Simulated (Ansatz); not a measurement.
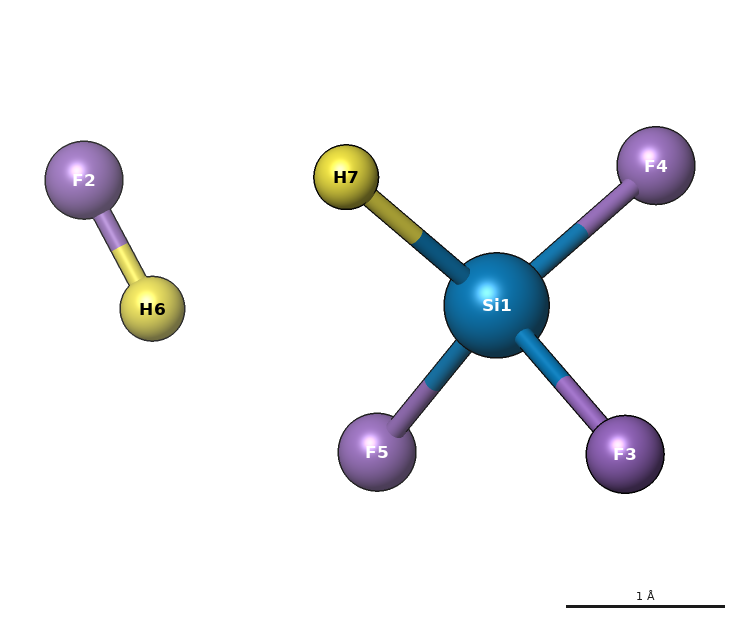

The geometry was computed by an optimisation with PBE0-D4/def2-TZVP.

Find the hydrogen bonds (donors O, N, F, S or Cl) and give their geometry.

```csv
D–H···A,D–H (Å),H···A (Å),angle (°),kind
F2–H6···F5,0.92,1.97,140,intermolecular
```
